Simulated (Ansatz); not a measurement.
# C2H6GeS: rotation by 120° about the S1–C2 bond

Aim: the minimum-energy path and barrier of the rotation by 120° about the S1–C2 bond. The ends are relaxed first, then joined by a nudged elastic band. SMILES of the start: S[CH]1[CH2][GeH2]1.

Program: Ansatz 0.2.0. Level of theory: RKS PBE0-D4/def2-SVP. These are calculated values, not measurements.

### 1 Starting point

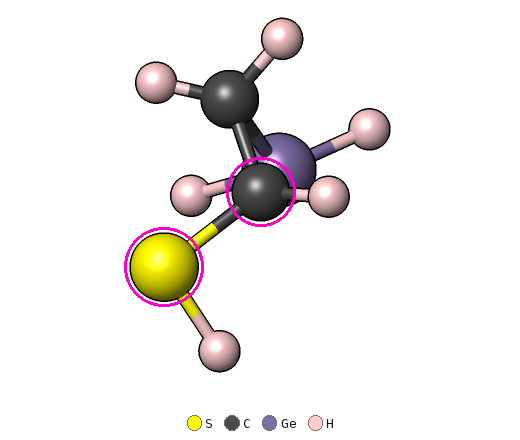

Start, viewed from a free direction; sulfur yellow, carbon dark grey, germanium purple, hydrogen pink. Ringed: S1, C2.

Structure file:

```xyz
10

S    -1.7676    0.2418   -1.0807
C    -0.1216    0.5741   -0.5123
C     0.7209   -0.5940   -0.6140
Ge    0.2780   -0.2120    1.2599
H    -2.3168    1.3500   -0.3472
H     0.3620    1.5776   -0.6924
H     1.8455   -0.3559   -0.7997
H     0.3329   -1.4961   -1.0315
H    -0.7211   -1.3614    1.7571
H     1.4709    0.2248    2.0638
```

### 2 End point A

input.yaml

```yaml
crystal:
  periodic: [false, false, false]
  atoms:
    - { symbol: S, position_ang: [-1.7676, 0.2418, -1.0807] }
    - { symbol: C, position_ang: [-0.1216, 0.5741, -0.5123] }
    - { symbol: C, position_ang: [0.7209, -0.594, -0.614] }
    - { symbol: Ge, position_ang: [0.278, -0.212, 1.2599] }
    - { symbol: H, position_ang: [-2.3168, 1.35, -0.3472] }
    - { symbol: H, position_ang: [0.362, 1.5776, -0.6924] }
    - { symbol: H, position_ang: [1.8455, -0.3559, -0.7997] }
    - { symbol: H, position_ang: [0.3329, -1.4961, -1.0315] }
    - { symbol: H, position_ang: [-0.7211, -1.3614, 1.7571] }
    - { symbol: H, position_ang: [1.4709, 0.2248, 2.0638] }
basis:
  gaussian: { orbitals: def2-SVP }
hamiltonian:
  xc: pbe0
  dispersion: d4
relax:
  f_tol: 0.015
  max_steps: 40
output:
  orbitals: {}
```

On the command line:

```
ansatz run input.yaml --threads 2 --pin off --max-ram 3072MiB --backend cpu --events-out ev --progress --plain --runs-dir out
```

The program printed (excerpt; [...] marks lines left out):

```text
Warning: RAYON_NUM_THREADS=2 ignored (pool sized by the plan → 2); use --threads N
[...]
Functional definition: PBE0
[...]
1177 factors; integrals over basis functions are off by at most 3.6e-4 eV
[...]
mean field -69497.83333679 eV, -2553.9982678038 hartree, gradient 5.3e-5 eV, S^2 0.000000; 0 other end points of the search recorded, 0 dependent functions left out
[...]
reference -69497.83336285 eV, -2553.9982687612 hartree; 33, 33 occupied and 75, 75 virtual orbitals, 1177 factors
relax step   1: F+E_penalty+E_count = -69498.03151006 eV  Δ(F+E_penalty+E_count) = +0.000e0 eV  max|allowed force component| = 4.033e0 eV/Å  Δτ_max = 0.0000 Å  (26 SCF iters, accepted)
[...]
relax step   7: F+E_penalty+E_count = -69498.57081425 eV  Δ(F+E_penalty+E_count) = -4.251e-4 eV  max|allowed force component| = 2.207e-2 eV/Å  Δτ_max = 0.0175 Å  (30 SCF iters, accepted)
[...]
relax step   8: F+E_penalty+E_count = -69498.57095842 eV  Δ(F+E_penalty+E_count) = -1.442e-4 eV  max|allowed force component| = 1.482e-2 eV/Å  Δτ_max = 0.0078 Å  (24 SCF iters, accepted)
1177 factors; integrals over basis functions are off by at most 5.0e-4 eV
[...]
mean field -69498.37550016 eV, -2554.0181919402 hartree, gradient 2.0e-5 eV, S^2 0.000000; 1 other end points of the search recorded, 0 dependent functions left out
[...]
reference -69498.37552658 eV, -2554.0181929110 hartree; 33, 33 occupied and 75, 75 virtual orbitals, 1177 factors
Total energy: -69498.57098484 eV, -2554.0253758694 hartree
Atom 0 at    -1.723533     0.441858    -1.186641 Å, force    -0.014821     0.005058    -0.003777 eV/Å
Atom 1 at    -0.098475     0.588501    -0.441817 Å, force     0.008641    -0.013345     0.010410 eV/Å
Atom 2 at     0.800705    -0.632373    -0.629983 Å, force     0.003284     0.003431    -0.004629 eV/Å
Atom 3 at     0.334773    -0.330615     1.230379 Å, force     0.004936     0.005039    -0.000796 eV/Å
Atom 4 at    -2.416637     1.150924    -0.269303 Å, force     0.001337    -0.001535    -0.003829 eV/Å
Atom 5 at     0.391779     1.553561    -0.619240 Å, force     0.001933    -0.002544    -0.001169 eV/Å
Atom 6 at     1.827755    -0.441454    -0.957856 Å, force    -0.000888     0.000908     0.003256 eV/Å
Atom 7 at     0.346955    -1.501840    -1.117646 Å, force    -0.002507     0.004445     0.001897 eV/Å
Atom 8 at    -0.757940    -1.187109     1.853120 Å, force    -0.000197    -0.001074    -0.000370 eV/Å
Atom 9 at     1.377717     0.307449     2.141986 Å, force    -0.001716    -0.000383    -0.000993 eV/Å
Dipole moment:     0.152945     0.074022     0.262168 e Å
```

Wall time 29 s (2 threads of Arm Neoverse V1, shared host); peak memory 0.25 GiB.

The steps of the relaxation:

| step | energy from step 1 (eV) | largest force component (eV/Å) |
| --- | --- | --- |
| 1 | 0.0000 | 4.0327 |
| 2 | -0.4384 | 1.1981 |
| 3 | -0.5105 | 0.4972 |
| 4 | -0.5316 | 0.2114 |
| 5 | -0.5377 | 0.1394 |
| 6 | -0.5389 | 0.0548 |
| 7 | -0.5393 | 0.0221 |
| 8 | -0.5394 | 0.0148 |

Step 1 is the start.

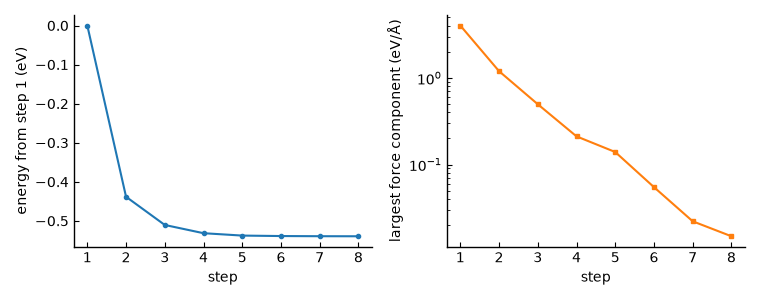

Energy and largest force along the relaxation.

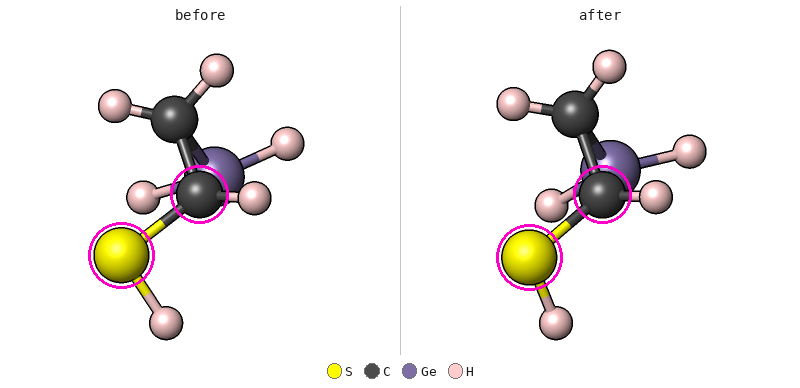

The structure before (left) and after (right), drawn at the same scale.

After: Bond lengths: S1–C2 1.794 Å, C2–C3 1.528 Å, C2–Ge4 1.957 Å, C3–Ge4 1.941 Å, S1–H5 1.351 Å, C2–H6 1.097 Å, C3–H7 1.095 Å, C3–H8 1.095 Å, Ge4–H9 1.522 Å, Ge4–H10 1.525 Å. Angles (14 of 19 angles, heavy atoms first): S1–C2–C3 114.6°, S1–C2–Ge4 121.1°, C3–C2–Ge4 66.4°, C2–C3–Ge4 67.5°, C2–Ge4–C3 46.2°, S1–C2–H6 114.2°, C3–C2–H6 114.8°, Ge4–C2–H6 116.9°, C2–S1–H5 98.0°, C2–C3–H7 116.7°, C2–C3–H8 116.4°, Ge4–C3–H7 119.0°, Ge4–C3–H8 116.8°, C2–Ge4–H9 117.1°.

### 3 Relaxing end B

The second end starts from a geometry with the move made by hand.

input.yaml

```yaml
crystal:
  periodic: [false, false, false]
  atoms:
    - { symbol: S, position_ang: [-1.7676, 0.2418, -1.0807] }
    - { symbol: C, position_ang: [-0.1216, 0.5741, -0.5123] }
    - { symbol: C, position_ang: [0.50407, 1.62307, -1.28224] }
    - { symbol: Ge, position_ang: [1.28741, -0.12424, -1.71452] }
    - { symbol: H, position_ang: [-2.3168, 1.35, -0.3472] }
    - { symbol: H, position_ang: [0.13562, 0.51434, 0.58478] }
    - { symbol: H, position_ang: [1.27897, 2.25499, -0.68549] }
    - { symbol: H, position_ang: [-0.04287, 2.11562, -2.05483] }
    - { symbol: H, position_ang: [0.81685, -0.50332, -3.19823] }
    - { symbol: H, position_ang: [2.71571, -0.25091, -1.26288] }
basis:
  gaussian: { orbitals: def2-SVP }
hamiltonian:
  xc: pbe0
  dispersion: d4
relax:
  f_tol: 0.015
  max_steps: 40
```

On the command line:

```
ansatz run input.yaml --threads 2 --pin off --max-ram 3072MiB --backend cpu --events-out ev --progress --plain --runs-dir out
```

The program printed (excerpt; [...] marks lines left out):

```text
Warning: RAYON_NUM_THREADS=2 ignored (pool sized by the plan → 2); use --threads N
[...]
[... 1 set-up line as earlier in the session ...]
[...]
1176 factors; integrals over basis functions are off by at most 2.8e-4 eV
[...]
mean field -69497.82836687 eV, -2553.9980851625 hartree, gradient 1.6e-5 eV, S^2 0.000000; 0 other end points of the search recorded, 0 dependent functions left out
[...]
reference -69497.82839243 eV, -2553.9980861019 hartree; 33, 33 occupied and 75, 75 virtual orbitals, 1176 factors
relax step   1: F+E_penalty+E_count = -69498.02618643 eV  Δ(F+E_penalty+E_count) = +0.000e0 eV  max|allowed force component| = 3.630e0 eV/Å  Δτ_max = 0.0000 Å  (27 SCF iters, accepted)
[...]
relax step   3: F+E_penalty+E_count = -69498.59034758 eV  Δ(F+E_penalty+E_count) = -6.880e-2 eV  max|allowed force component| = 6.856e-1 eV/Å  Δτ_max = 0.1999 Å  (30 SCF iters, accepted)
[...]
Total energy: -69498.61491947 eV, -2554.0269904374 hartree
Atom 0 at    -1.769432     0.154553    -0.939213 Å, force    -0.001280     0.002101     0.000308 eV/Å
Atom 1 at    -0.080375     0.574549    -0.544512 Å, force    -0.001777     0.000650    -0.003586 eV/Å
Atom 2 at     0.591605     1.731956    -1.277057 Å, force    -0.000656    -0.000423    -0.002031 eV/Å
Atom 3 at     1.294579     0.004057    -1.815159 Å, force     0.002515     0.000132     0.002188 eV/Å
Atom 4 at    -2.362443     1.272654    -0.448954 Å, force    -0.000295    -0.001689     0.001239 eV/Å
Atom 5 at     0.178757     0.469319     0.515997 Å, force     0.001578    -0.000354     0.000672 eV/Å
Atom 6 at     1.224143     2.394574    -0.676257 Å, force     0.000216     0.000513    -0.000063 eV/Å
Atom 7 at    -0.024010     2.260958    -2.011939 Å, force     0.000781    -0.001196     0.001434 eV/Å
Atom 8 at     0.815940    -0.601424    -3.126173 Å, force    -0.000100     0.000340    -0.000634 eV/Å
Atom 9 at     2.620995    -0.465747    -1.230344 Å, force    -0.000981    -0.000073     0.000475 eV/Å
Dipole moment:     0.241405     0.196396     0.058160 e Å
```

Wall time 31 s (2 threads of Arm Neoverse V1, shared host); peak memory 0.24 GiB.

Step by step:

| step | energy from step 1 (eV) | largest force component (eV/Å) |
| --- | --- | --- |
| 1 | 0.0000 | 3.6297 |
| 2 | -0.4954 | 1.1297 |
| 3 | -0.5642 | 0.6856 |
| 4 | -0.5852 | 0.1335 |
| 5 | -0.5881 | 0.0452 |
| 6 | -0.5885 | 0.0267 |
| 7x | -0.5885 | 0.0475 |
| 8 | -0.5887 | 0.0167 |
| 9 | -0.5887 | 0.0036 |

Step 1 is the start. 1 step was tried and not accepted (marked x).

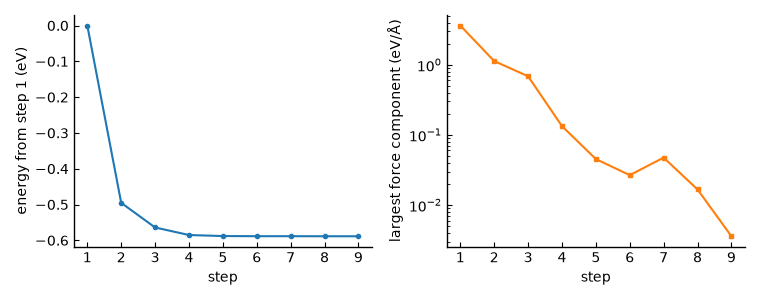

How energy and force went from step to step.

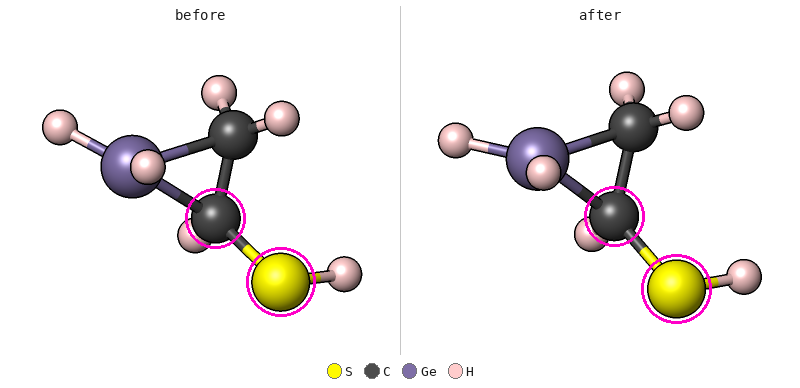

The structure before (left) and after (right), drawn at the same scale.

After: Bond lengths: S1–C2 1.785 Å, C2–C3 1.526 Å, C2–Ge4 1.957 Å, C3–Ge4 1.941 Å, S1–H5 1.357 Å, C2–H6 1.097 Å, C3–H7 1.096 Å, C3–H8 1.095 Å, Ge4–H9 1.521 Å, Ge4–H10 1.524 Å. Angles (14 of 19 angles, heavy atoms first): S1–C2–C3 119.3°, S1–C2–Ge4 116.9°, C3–C2–Ge4 66.4°, C2–C3–Ge4 67.5°, C2–Ge4–C3 46.1°, S1–C2–H6 114.5°, C3–C2–H6 115.7°, Ge4–C2–H6 115.7°, C2–S1–H5 98.0°, C2–C3–H7 116.7°, C2–C3–H8 116.2°, Ge4–C3–H7 118.8°, Ge4–C3–H8 116.6°, C2–Ge4–H9 117.0°.

### 4 The band

crystal.atoms is end A as relaxed above, and neb.final_atoms is end B, turned to lie on A. With 5 inner images the band has 7 in all.

input.yaml

```yaml
crystal:
  periodic: [false, false, false]
  atoms:
    - { symbol: S, position_ang: [-1.723533, 0.441858, -1.186641] }
    - { symbol: C, position_ang: [-0.098475, 0.588501, -0.441817] }
    - { symbol: C, position_ang: [0.800705, -0.632373, -0.629983] }
    - { symbol: Ge, position_ang: [0.334773, -0.330615, 1.230379] }
    - { symbol: H, position_ang: [-2.416637, 1.150924, -0.269303] }
    - { symbol: H, position_ang: [0.391779, 1.553561, -0.61924] }
    - { symbol: H, position_ang: [1.827755, -0.441454, -0.957856] }
    - { symbol: H, position_ang: [0.346955, -1.50184, -1.117646] }
    - { symbol: H, position_ang: [-0.75794, -1.187109, 1.85312] }
    - { symbol: H, position_ang: [1.377717, 0.307449, 2.141986] }
basis:
  gaussian: { orbitals: def2-SVP }
hamiltonian:
  xc: pbe0
  dispersion: d4
neb:
  order_check: false
  images: 5
  f_tol: 0.03
  max_iterations: 60
  initial_path: idpp
  final_atoms:
    - { symbol: S, position_ang: [-1.9513859, 0.69015403, -0.43271964] }
    - { symbol: C, position_ang: [-0.18568679, 0.66991416, -0.1738836] }
    - { symbol: C, position_ang: [0.61799959, -0.55285994, -0.60595068] }
    - { symbol: Ge, position_ang: [0.47793995, -0.40018351, 1.32444679] }
    - { symbol: H, position_ang: [-1.94373894, 0.73575919, -1.78919576] }
    - { symbol: H, position_ang: [0.30701874, 1.63855331, -0.32180772] }
    - { symbol: H, position_ang: [1.58679431, -0.3631607, -1.0809018] }
    - { symbol: H, position_ang: [0.05027703, -1.36259835, -1.07594142] }
    - { symbol: H, position_ang: [-0.53381274, -1.2718983, 2.05309625] }
    - { symbol: H, position_ang: [1.65769374, 0.16522211, 2.10585658] }
```

On the command line:

```
ansatz run input.yaml --threads 2 --pin off --max-ram 3072MiB --backend cpu --events-out ev --progress --plain --runs-dir out
```

The program printed (excerpt; [...] marks lines left out):

```text
Warning: RAYON_NUM_THREADS=2 ignored (pool sized by the plan → 2); use --threads N
[...]
[... 1 set-up line as earlier in the session ...]
[...]
1174 factors; integrals over basis functions are off by at most 3.7e-4 eV
[...]
mean field -69498.37549232 eV, -2554.0181916518 hartree, gradient 3.9e-5 eV, S^2 0.000000; 0 other end points of the search recorded, 0 dependent functions left out
[...]
reference -69498.37551871 eV, -2554.0181926217 hartree; 33, 33 occupied and 75, 75 virtual orbitals, 1174 factors
1174 factors; integrals over basis functions are off by at most 4.4e-4 eV
[...]
mean field -69498.41932570 eV, -2554.0198024991 hartree, gradient 3.6e-5 eV, S^2 0.000000; 0 other end points of the search recorded, 0 dependent functions left out
[...]
reference -69498.41935178 eV, -2554.0198034573 hartree; 33, 33 occupied and 75, 75 virtual orbitals, 1174 factors
[...]
Atom 0 at    -1.997505     0.384333    -0.701798 Å, force     0.008122    -0.000981     0.003534 eV/Å
Atom 1 at    -0.272724     0.525079    -0.181071 Å, force    -0.009348     0.001203    -0.002714 eV/Å
Atom 2 at     0.726051    -0.491520    -0.715340 Å, force     0.002904    -0.003169     0.002682 eV/Å
Atom 3 at     0.526834    -0.583082     1.221555 Å, force     0.002201     0.001107    -0.002026 eV/Å
Atom 4 at    -2.224222     1.702556    -0.872087 Å, force    -0.001131     0.003183    -0.000940 eV/Å
Atom 5 at     0.077477     1.562155    -0.190199 Å, force    -0.002847    -0.001014    -0.000121 eV/Å
Atom 6 at     1.645959    -0.105507    -1.168437 Å, force     0.001104     0.001574    -0.000287 eV/Å
Atom 7 at     0.297343    -1.329764    -1.276957 Å, force     0.000252    -0.000384    -0.000731 eV/Å
Atom 8 at    -0.300688    -1.738195     1.771033 Å, force    -0.002280     0.000069     0.001194 eV/Å
Atom 9 at     1.604574     0.022848     2.116300 Å, force     0.001023    -0.001588    -0.000590 eV/Å
Dipole moment:     0.224845     0.193475     0.062713 e Å
this run last wrote the band of iteration 8 to <dir>
```

It took 2.4 min on 2 threads of Arm Neoverse V1, shared host; peak memory 0.23 GiB.

### 5 What the band shows

The 5 inner images lie between the fixed ends 0 and 6. Energy is taken from image 0, and the path length is the program's own coordinate along the band.

| image | path (Å) | energy (eV) | dihedral H5–S1–C2–Ge4 (°) | band force (eV/Å) |
| --- | --- | --- | --- | --- |
| 0 | 0.000 | 0.0000 | 70 | - |
| 1 | 0.478 | 0.0250 | 90 | 0.009 |
| 2 | 0.957 | 0.0981 | 115 | 0.013 |
| 3* | 1.435 | 0.1532 | 141 | 0.009 |
| 4 | 1.897 | 0.0901 | 168 | 0.008 |
| 5 | 2.359 | -0.0095 | -166 | 0.005 |
| 6 | 2.822 | -0.0439 | -144 | - |

The star marks the climbing image.

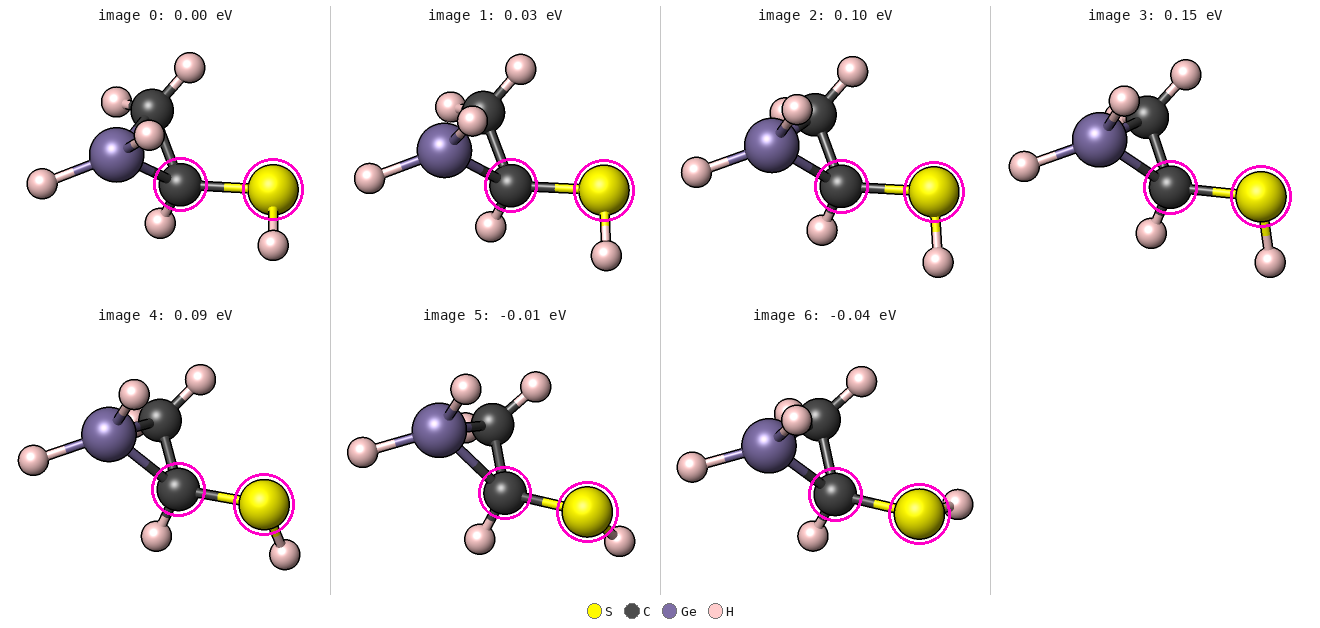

Snapshots along the band, viewed from a free direction. Ringed: S1, C2. Sticks join atoms closer than a bonding distance in each image.

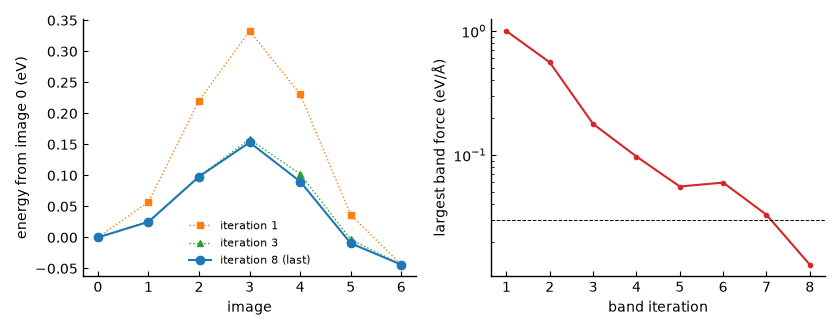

Left: energy of each image for early iterations and the last one (lines only join the points; early values far above the last band run off the scale). Right: the largest band force by iteration, with the threshold dashed.

The top of the band by iteration:

| iteration | highest image above image 0 (eV) | largest band force (eV/Å) |
| --- | --- | --- |
| 1 | 0.3327 | 0.997 |
| 2 | 0.1865 | 0.558 |
| 3 | 0.1582 | 0.178 |
| 4 | 0.1553 | 0.097 |
| 5 | 0.1539 | 0.056 |
| 6 | 0.1533 | 0.060 |
| 7 | 0.1532 | 0.033 |
| 8 | 0.1532 | 0.013 |

The band as a trajectory file:

```xyz
10
image=0 dE=0.0000
S    -1.724    0.442   -1.187
C    -0.098    0.589   -0.442
C     0.801   -0.632   -0.630
Ge    0.335   -0.331    1.230
H    -2.417    1.151   -0.269
H     0.392    1.554   -0.619
H     1.828   -0.441   -0.958
H     0.347   -1.502   -1.118
H    -0.758   -1.187    1.853
H     1.378    0.307    2.142
10
image=1 dE=0.0250
S    -1.781    0.421   -1.129
C    -0.167    0.567   -0.359
C     0.780   -0.591   -0.648
Ge    0.383   -0.413    1.247
H    -2.394    1.412   -0.447
H     0.284    1.560   -0.479
H     1.771   -0.335   -1.035
H     0.340   -1.462   -1.147
H    -0.577   -1.427    1.854
H     1.444    0.217    2.145
10
image=2 dE=0.0981
S    -1.881    0.386   -0.974
C    -0.231    0.541   -0.270
C     0.755   -0.545   -0.673
Ge    0.450   -0.498    1.250
H    -2.319    1.619   -0.647
H     0.162    1.561   -0.341
H     1.706   -0.216   -1.105
H     0.329   -1.406   -1.202
H    -0.416   -1.610    1.827
H     1.528    0.116    2.140
10
image=3 dE=0.1532
S    -1.998    0.384   -0.702
C    -0.273    0.525   -0.181
C     0.726   -0.492   -0.715
Ge    0.527   -0.583    1.222
H    -2.224    1.703   -0.872
H     0.077    1.562   -0.190
H     1.646   -0.106   -1.168
H     0.297   -1.330   -1.277
H    -0.301   -1.738    1.771
H     1.605    0.023    2.116
10
image=4 dE=0.0901
S    -2.051    0.453   -0.400
C    -0.281    0.547   -0.096
C     0.686   -0.427   -0.761
Ge    0.585   -0.663    1.170
H    -2.181    1.612   -1.081
H     0.077    1.579   -0.026
H     1.591   -0.014   -1.221
H     0.230   -1.229   -1.351
H    -0.236   -1.834    1.694
H     1.663   -0.075    2.074
10
image=5 dE=-0.0095
S    -2.048    0.547   -0.182
C    -0.272    0.600   -0.006
C     0.638   -0.347   -0.785
Ge    0.615   -0.727    1.122
H    -2.164    1.387   -1.240
H     0.122    1.614    0.128
H     1.534    0.081   -1.247
H     0.136   -1.092   -1.412
H    -0.210   -1.911    1.607
H     1.731   -0.203    2.018
10
image=6 dE=-0.0439
S    -1.970    0.664   -0.386
C    -0.205    0.676   -0.121
C     0.636   -0.485   -0.644
Ge    0.486   -0.490    1.291
H    -1.960    0.817   -1.735
H     0.259    1.667   -0.189
H     1.600   -0.230   -1.098
H     0.094   -1.271   -1.180
H    -0.501   -1.446    1.944
H     1.646    0.047    2.121
```

(Part 1 of 2 ends here.)
